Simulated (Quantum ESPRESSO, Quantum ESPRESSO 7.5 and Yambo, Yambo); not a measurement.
**MgO (Fm-3m): G0W0 on several meshes in Yambo**

How does the mesh move the gap of MgO (Fm-3m)?

Method: PBE and many-body steps on it, plane waves, in Quantum ESPRESSO 7.5 and Yambo 5.3.0.

### 1. Starting point

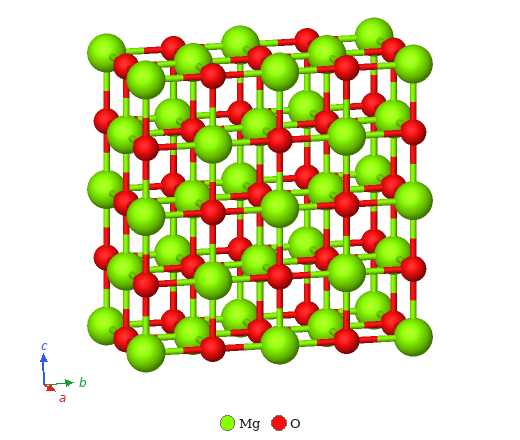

The starting structure, seen slightly off an axis (magnesium green, oxygen red). 1×2×2 cells are drawn. This picture shows the conventional cell, with its axes. Some periodic images of atoms are drawn too.

The cell and positions are those that the Materials Project relaxed with its own functionals (PBE, PBE+U or r2SCAN), kept fixed.

### 2. Empty states on the mesh, 6×6×6 mesh, 126 bands

This step: Quantum ESPRESSO 7.5; DFT, PBE, plane waves, norm-conserving pseudopotentials.

The sums over transitions need many empty states on a uniform mesh; this step solves for them.

pw.in reads:

```
&control
  calculation = 'nscf'
  prefix = 'x'
  outdir = 'o'
  pseudo_dir = 'pseudo'
/
&system
  ibrav = 0
  nat = 2
  ntyp = 2
  ecutwfc = 76.0
  nbnd = 126
  force_symmorphic = .true.
/
&electrons
  conv_thr = 1e-9
  electron_maxstep = 80
  diago_full_acc = .true.
  diago_thr_init = 5e-6
/
ATOMIC_SPECIES
  Mg 24.305 Mg.upf
  O 15.999 O.upf
CELL_PARAMETERS angstrom
  -0.0000000000 2.0970013927 2.0970013927
  2.0970013927 -0.0000000000 2.0970013927
  2.0970013927 2.0970013927 -0.0000000000
ATOMIC_POSITIONS crystal
  Mg 0.0000000000 0.0000000000 0.0000000000
  O 0.5000000000 0.5000000000 0.5000000000
K_POINTS automatic
  6 6 6 0 0 0
```

Started as:

```sh
> OMP_NUM_THREADS=1 mpirun -n 8 pw.x -nk 4 -in pw.in > pw.out
```

Output:

```text
Program PWSCF v.7.5 starts

     This program is part of the open-source Quantum ESPRESSO suite
     for quantum simulation of materials; please cite
         "P. Giannozzi et al., J. Phys.:Condens. Matter 21 395502 (2009);
         "P. Giannozzi et al., J. Phys.:Condens. Matter 29 465901 (2017);
         "P. Giannozzi et al., J. Chem. Phys. 152 154105 (2020);
     in publications or presentations arising from this work. More details at

     Atomic positions and unit cell read from directory:
     o/x.save/

     Message from routine setup:
[...]
132.2841 134.1713 134.1713 136.5977 138.1297 138.1297 139.8111 145.9649
     [... 4 further rows ...]
   181.4831 181.6616 181.7627 182.1221 182.1221 187.7192 190.5992 190.5992
   193.4104 193.4104 194.4572 197.4041 197.6155 197.6155

          k =-0.3536-0.3536 0.3536 (  1404 PWs)   bands (ev):

     [... further k-points ...]

     highest occupied, lowest unoccupied level (ev):     8.2133   13.1082

     XML data file, pseudopotentials, collected wavefunctions

=------------------------------------------------------------------------------=
   JOB DONE.
=------------------------------------------------------------------------------=
```

Run time: 3.4 s. Hardware: 8 MPI ranks of Arm Neoverse V2, shared host; peak memory 0.37 GiB.

This step gave:

| Item | Value |
| --- | --- |
| gap | 4.895 eV |
| k of the valence top | 0, 0, 0 |
| k of the conduction bottom | 0, 0, 0 |
| least direct gap | 4.895 eV |
| k points computed | 16 |
| lowest point of the top converged band, above the valence top | 182.5414 eV |

On this mesh the gap is 4.895 eV.

The density comes from a self-consistent run that is not shown.

### 3. Conversion and set-up

This step: Yambo 5.3.0; conversion and set-up on PBE, plane waves, norm-conserving pseudopotentials.

The states are converted to the many-body program's format and the q mesh is built.

Started as:

```sh
> (cd o/x.save; p2y > p2y.log; mv SAVE ../..); yambo > setup.log
```

Output:

```text
 Yambo, version 5.3.0

 [02] CORE Variables Setup
 =========================

  [02.01] Unit cells
  ==================

  Cell kind             :  FCC
  Atoms in the cell     :  Mg  O
  number of Mg atoms    :  1
  number of O  atoms    :  1

  List of atomic masses
  Mass of Mg    :  24.30500
  Mass of O     :  15.99900

  List of atomic coordinates    : [cc]
  Mg1       :  0.000000  0.000000  0.000000  order 1
  O1       :  3.962758  3.962758  3.962758  order 2

  Alat factors          :  3.962758  3.962758  3.962758 [a.u.]
  Direct lattice volume :  124.4580 [a.u.]
[...]
Q [ 1]         [rlu]:  0.000000  0.000000  0.000000
 Q [ 2]         [rlu]:  0.26641E-17  0.26641E-17  0.16667
 Q [ 3]         [rlu]:  0.53282E-17  0.53282E-17  0.33333
[...]
Q [ 8]         [rlu]:  0.13140E-16  0.16667     -0.33333
 Q [ 9]         [rlu]: -0.33084E-16  0.16667     -0.16667
 Q [10]         [rlu]: -0.18077E-17  0.33333      0.33333
     [... 4 further rows ...]
 Q [15]         [rlu]:  0.166667  0.333333 -0.333333
 Q [16]         [rlu]:  0.166667 -0.500000 -0.333333

  [03.01] X indexes
  =================

   [03.01.01] Sigma indexes
   ========================

 [06] Game Over & Game summary
```

It took 1.8 s on 1 MPI rank; peak memory 0.23 GiB.

### 4. 6×6×6

G0W0 replaces the xc potential by the self-energy, built once from these orbitals. Only a window of levels is corrected, while the sums run over the empty bands that the input names.

This step: G0W0 on PBE, plane waves, norm-conserving pseudopotentials.

gw2.in reads:

```
HF_and_locXC
gw0
dyson
ppa
em1d
rim_cut
RandQpts= 1000000
RandGvec= 1 RL
EXXRLvcs= 76 Ry
VXCRLvcs= 304 Ry
Chimod= "HARTREE"
% BndsRnXp
 1 | 56 |
%
NGsBlkXp= 10.5 Ry
% LongDrXp
 1 | 1 | 1 |
%
% GbndRnge
 1 | 56 |
%
DysSolver= "n"
ExtendOut
PPAPntXp= 27.21138 eV
% QPkrange
 1 | 1 | 7 | 10 |
%
```

Started as:

```sh
> OMP_NUM_THREADS=1 mpirun -n 8 yambo -F gw2.in -J gw2 -C gw2 > gw2.log
```

Output:

```text
 Yambo, version 5.3.0

 [02] CORE Variables Setup
 =========================

  [... cell, symmetries and grids as in the set-up ...]

  [02.05] Energies & Occupations
  ==============================

  [X] === General ===
  [X] Electronic Temperature                        :  0.000000  0.000000 [eV K]
  [X] Bosonic    Temperature                        :  0.000000  0.000000 [eV K]
  [X] Finite Temperature mode                       : no
  [X] El. density                                   :  0.86755E+24 [cm-3]
  [X] Fermi Level                                   :  8.213321 [eV]

  [X] === Gaps and Widths ===
  [X] Conduction Band Min                           :  4.894832 [eV]
  [X] Valence Band Max                              :  0.000000 [eV]
  [X] Filled Bands                                  :   8
  [X] Empty Bands                                   :    9  126
  [X] Direct Gap                                    :  4.894832 [eV]
  [X] Direct Gap localized at k                     :  1
  [X] Indirect Gap                                  :  4.894832 [eV]
  [X] Indirect Gap between kpts                     :  1  1
  [X] Last valence band width                       :  1.673727 [eV]
  [X] 1st conduction band width                     :  5.802527 [eV]

 [03] Transferred momenta grid and indexing
 ==========================================

 IBZ Q-points                                      :  16
 BZ  Q-points                                      :  216

 K/Q-points units:
 rlu = crystal or reduced units; cc = cartesian coordinates; iku = interal k-units

 Q [ 1]         [rlu]:  0.000000  0.000000  0.000000
 Q [ 2]         [rlu]:  0.26641E-17  0.26641E-17  0.16667
 Q [ 3]         [rlu]:  0.53282E-17  0.53282E-17  0.33333
 Q [ 4]         [rlu]:  0.13140E-16  0.13140E-16 -0.50000
 Q [ 5]         [rlu]:  0.16601E-16  0.16667      0.16667
 Q [ 6]         [rlu]:  0.26641E-17  0.16667      0.33333
 Q [ 7]         [rlu]:  0.75349E-16  0.16667      0.50000
 Q [ 8]         [rlu]:  0.13140E-16  0.16667     -0.33333
 Q [ 9]         [rlu]: -0.33084E-16  0.16667     -0.16667
 Q [10]         [rlu]: -0.18077E-17  0.33333      0.33333
     [... 4 further rows ...]
 Q [15]         [rlu]:  0.166667  0.333333 -0.333333
 Q [16]         [rlu]:  0.166667 -0.500000 -0.333333

 [04] Coloumb potential Random Integration (RIM)
 ===============================================

  [04.01] RIM initialization
  ==========================

  * Diagonal components only detected *

  8 x (sBL volume)        :  0.073816 [a.u.]
  sBZ random points       :  1000000
  Points outside the sBZ  :   7999624
  RL volume               :  1.993044 [a.u.]
  Integrated volume       :  1.993138 [a.u.]

  [04.02] RIM integrals
  =====================

  Gamma point sphere radius             :  0.076091 [a.u.]
  Points outside the sphere             :   799635
  [Int_sBZ(q=0) 1/q^2]*(Vol_sBZ)^(-1/3) =:  7.763403
                                 should be <:  7.795600

  Summary of Coulomb integrals for non-metallic bands |Q|[au] RIM/Bare

  Q [1] 0.100000E-4 0.995870 * Q [2] 0.228856 1.063761
  Q [5] 0.264260 1.062979 * Q [9] 0.373720 1.026387
  Q [6] 0.438225 1.018651 * Q [3] 0.457711 1.016124
  Q [10] 0.528520 1.013120 * Q [8] 0.575941 1.010916
  Q [14] 0.590903 1.010043 * Q [7] 0.647302 1.008142
  Q [11] 0.686567 1.007445 * Q [4] 0.686567 1.007625
  Q [12] 0.747439 1.006547 * Q [15] 0.781691 1.006011
  Q [13] 0.792779 1.005754 * Q [16] 0.835663 1.005109

 [WARNING] [Xp] User bands 1-56 break level degeneracy

 [05] Dipoles
 ============

  [05.01] Setup: observables and procedures
  =========================================

 [06] Dynamic Dielectric Matrix (PPA)
 ====================================

 [SLK-Inversion]  Pools        :  2
 [SLK-Inversion]  BLACS grid   :  2  2

 [WR./gw2//ndb.pp]---------------------------------------------------------------
  Brillouin Zone Q/K grids (IBZ/BZ)                :   16  216   16  216
  RL vectors                                       :  1893 [WF]
  Coulomb cutoff potential                         : none
  Electronic Temperature                           :  0.000000 [K]
  Bosonic    Temperature                           :  0.000000 [K]
  PPA    diel. fun.  energies                      : Perdew, Burke & Ernzerhof(X)+Perdew, Burke & Ernzerhof(C)
  wavefunctions                                    : Perdew, Burke & Ernzerhof(X)+Perdew, Burke & Ernzerhof(C)
  Global Gauge                                     : length
  X matrix size                                    :   65
  X band range                                     :    1   56
  X e/h energy range                               : -1.000000 -1.000000 [eV]
  X Time ordering                                  : R
  X Hxc Kernel                                     : HARTREE
  X Drude frequency                                :  0.000000  0.000000
  X poles                                          :  100.0000 [o/o]
  RL vectors in the sum                            :  1893
  [r,Vnl] included                                 : yes
  Field direction                                  :  0.577350E-5  0.577350E-5  0.577350E-5
  BZ energy Double Grid                            : no
  BZ energy DbGd points                            : 0
  BZ Q point size factor                           : -1.000000
  X Optical Averaged directions                    : none

 [07] Local Exchange-Correlation + Non-Local Fock
 ================================================

 [VXC] Plane waves :  11113
 [EXS] Plane waves :  1459

 QP @ state[ 1 ] K range:  1  1
 QP @ state[ 1 ] b range:   7  10

 [xc] Functional : Perdew, Burke & Ernzerhof(X)+Perdew, Burke & Ernzerhof(C)
 [xc] LIBXC used to calculate xc functional
  PP Number of Atomic Species                      :  2
  NLCC RL compoments                               :  11113
  PP Number of Atomic Species                      :  2
  NLCC RL compoments                               :  11113

 [xc] E_xc :  -11.59305 [Ha]
      E_xc :  -23.18610 [Ry]

  Local XC kind (lXC) : Perdew, Burke & Ernzerhof(X)+Perdew, Burke & Ernzerhof(C)
  Non-Local XC kind (nlXC) : Hartree-Fock

  Corrections @ K [1] :  [eV]
 <7|nlXC|7> = -25.54909 -0.18085E-17 <7|lXC|7> = -20.15372 -0.99397E-20
 <8|nlXC|8> = -25.54910 -0.63500E-18 <8|lXC|8> = -20.15372 -0.47203E-16
 <9|nlXC|9> = -8.992304 -0.20748E-17 <9|lXC|9> = -13.56135 -0.56639E-15
 <10|nlXC|10> = -3.742473 -0.18719E-18 <10|lXC|10> = -9.643180 -0.28323E-15

 [08] Dyson equation: Newton solver
 ==================================

  [08.01] G0W0 (W PPA)
  ====================

  [  GW  ] Bands range     :    1   56
  [GW/PPA] G damping       :  0.100000 [eV]

  QP @ state[ 1 ] K range:  1  1
  QP @ state[ 1 ] b range:   7  10

   Sc/G bands                                       :    1   56
   Sc/G damping                                     :  0.100000 ev
   Sc bands terminator                              : no
   Sx RL components                                 :  1459

   QP @ state[ 1 ] K range                          :  1  1
   QP @ state[ 1 ] b range                          :   7  10
   GF energies kind                                 : Perdew, Burke & Ernzerhof(X)+Perdew, Burke & Ernzerhof(C)
   GF WF`s kind                                     : Perdew, Burke & Ernzerhof(X)+Perdew, Burke & Ernzerhof(C)
   Xs energies kind                                 : Perdew, Burke & Ernzerhof(X)+Perdew, Burke & Ernzerhof(C)
   Xs WF`s kind                                     : Perdew, Burke & Ernzerhof(X)+Perdew, Burke & Ernzerhof(C)

 [11] Game Over & Game summary
```

The job ended after 20 s (8 MPI ranks; peak memory 2.4 GiB; 2.5 min of CPU time).

Numbers from this step:

```
G0W0 gap on the points computed              : 7.023 eV
starting gap on the mesh                     : 4.895 eV
k of the valence top                         : 0, 0, 0
k of the conduction bottom                   : 0, 0, 0
least direct G0W0 gap on the computed points : 7.023 eV
Z at the valence top                         : 0.8074
Z at the conduction bottom                   : 0.8546
```

The gap on the mesh goes from 4.89 eV to 7.02 eV, a correction of +2.13 eV.

### 5. Empty states on the mesh, 4×4×4 mesh, 56 bands

This step: Quantum ESPRESSO 7.5; DFT, PBE, plane waves, norm-conserving pseudopotentials.

pw.in: that of step 2 with these lines changed.

```diff
@@ -11,3 +11,3 @@
   ecutwfc = 76.0
-  nbnd = 126
+  nbnd = 56
   force_symmorphic = .true.
@@ -31,2 +31,2 @@
 K_POINTS automatic
-  6 6 6 0 0 0
+  4 4 4 0 0 0
```

Started as:

```sh
> OMP_NUM_THREADS=1 mpirun -n 8 pw.x -nk 4 -in pw.in > pw.out
```

Output:

```text
[banner, memory and clock lines left out]
Program PWSCF v.7.5 starts

     Atomic positions and unit cell read from directory:
     o/x.save/

     Message from routine setup:
     using ibrav=0 with symmetry is DISCOURAGED, use correct ibrav instead

     bravais-lattice index     =            0
     lattice parameter (alat)  =       5.6042  a.u.
     unit-cell volume          =     124.4580 (a.u.)^3
     number of atoms/cell      =            2
     number of atomic types    =            2
     number of electrons       =        16.00
[...]
32.7919  32.7919  46.8852  46.8852  46.8852  47.6505  59.3157  59.3157
[...]
k = 0.1768 0.1768-0.1768 (  1390 PWs)   bands (ev):

[...]
k =-0.3536-0.3536 0.3536 (  1404 PWs)   bands (ev):

[...]
87.2800  87.8642  89.3628  89.3628  90.7232  90.7232  91.9836 100.8460
   100.8460 101.0045 101.0045 102.2939 106.7640 108.3197 109.5147 109.5147

          k = 0.3536 0.0000 0.0000 (  1387 PWs)   bands (ev):

     [... further k-points ...]

     highest occupied, lowest unoccupied level (ev):     8.2133   13.1082

     XML data file, pseudopotentials, collected wavefunctions
```

The job ended after 1.1 s (8 MPI ranks; peak memory 0.05 GiB; 7.7 s of CPU time).

Numbers from this step:

* gap: 4.895 eV
* k of the valence top: 0, 0, 0
* k of the conduction bottom: 0, 0, 0
* least direct gap: 4.895 eV
* k points computed: 8
* lowest point of the top converged band, above the valence top: 87.6884 eV

On this mesh the gap is 4.895 eV.

[end of part 1 of 2]

[Paths, hosts, dates, memory and timing lines, banners, echoed tables and standing remarks are left out of the program output.]

[Logs are printed without paths, hosts, clocks, repeated set-up lines and the standing remarks that a program may print on its own settings, such as how far it seeks lower states.]

[Runs of the session that timed out or met a known fault of the program may be left out.]

[Hosts, paths, dates, database ids (printed as entryN), source tags and the programs' standing remarks are cut or masked in the printed files.]
